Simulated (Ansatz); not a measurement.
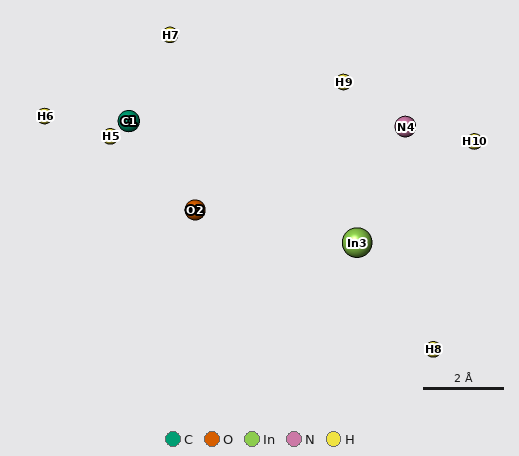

*The input geometry (ball-and-stick view, seen at a tilt; atoms are numbered from 1 in the order of the input). Sticks are drawn by distance; a stretched bond gets none, so the picture shows separate pieces.*

## Run report: CH6InNO, single-point calculation

CH6InNO, computed with RKS r2SCAN0/def2-SVPD (Ansatz 0.2.0).

Some settings of this run were made unusual or wrong on purpose. The geometry comes from this level: PBE0-D4/def2-TZVP.

**Input file**
```yaml
crystal:
  periodic: [false, false, false]
  atoms:
    - {symbol: C, position_ang: [-2.804578, -0.531030, 2.383726]}
    - {symbol: O, position_ang: [0.174986, -0.506277, 3.149786]}
    - {symbol: In, position_ang: [3.299969, 0.178918, 0.162140]}
    - {symbol: N, position_ang: [1.473348, 1.002638, -3.776862]}
    - {symbol: H, position_ang: [-3.371620, -2.335047, 0.870748]}
    - {symbol: H, position_ang: [-4.125899, -0.837895, 4.378086]}
    - {symbol: H, position_ang: [-3.533458, 1.533609, 1.352002]}
    - {symbol: H, position_ang: [6.851878, 0.260861, 1.269488]}
    - {symbol: H, position_ang: [-0.623403, 0.380177, -4.145341]}
    - {symbol: H, position_ang: [2.658778, 0.854047, -5.643752]}
basis:
  gaussian: {orbitals: def2-SVPD}
hamiltonian: {xc: {name: r2SCAN0}}
```

Command:
```bash
ansatz run in.yaml --threads 4 --pin off --events-out ev --progress --plain --max-ram 10444MiB
```

**The program's output**
```
Functional definition: r2SCAN0
  name "r2SCAN0"
  cite "Bursch, Neugebauer, Ehlert & Grimme, J. Chem. Phys. 156, 134105 (2022) doi:10.1063/5.0086040"
  cite "Furness, Kaplan, Ning, Perdew & Sun, J. Phys. Chem. Lett. 11, 8208 (2020) doi:10.1021/acs.jpclett.0c02405"
  cite "Furness, Kaplan, Ning, Perdew & Sun, J. Phys. Chem. Lett. 11, 9248 (2020) doi:10.1021/acs.jpclett.0c03077"
  parent r2scan
  parameter a = 0.25
  parameter k0 = 0.174
  parameter k1 = 0.065
  parameter a1 = 4.9479
  exchange = (1 - a)*r2scan_x(k0 = k0, k1 = k1, a1 = a1) + a*exact_x
  correlation = r2scan_c
1328 factors; their error is unknown
mean field evaluation 1: about -9751.4751 eV, gradient 1.1e2 eV
mean field evaluation 2: about -9104.1566 eV, gradient 1.8e2 eV
mean field evaluation 4: about -9615.6071 eV, gradient 1.4e2 eV
mean field evaluation 8: about -9796.7862 eV, gradient 1.9e1 eV
mean field evaluation 16: about -9799.1080 eV, gradient 9.0e-2 eV
mean field evaluation 32: about -9799.1082 eV, gradient 1.7e-5 eV
mean field evaluation 64: about -9799.1009 eV, gradient 2.4e-1 eV
mean field evaluation 96: about -9798.9706 eV, gradient 1.0e0 eV
mean field evaluation 128: about -9798.1729 eV, gradient 1.2e1 eV
mean field -9799.11158947 eV, -360.1107088365 hartree, gradient 3.1e-6 eV, S^2 0.000000; 18 other end points of the search recorded, 0 dependent functions left out
reference -9799.11161009 eV, -360.1107095944 hartree; 24, 24 occupied and 119, 119 virtual orbitals, 1328 factors
Total energy: -9799.11161009 eV, -360.1107095944 hartree
```

**Outcome**

```tsv
quantity	value
outcome	converged
total energy	−9799.1116 eV
SCF solution under orbital rotations	stable
hardware	4 threads of AMD EPYC, 15 GiB of memory available, shared host
wall time	10 s (CPU time 36 s)
peak memory	0.45 GiB
```

A setting was made wrong on purpose: apart. The program still converged, but the numbers can't be taken as results for the intended system.
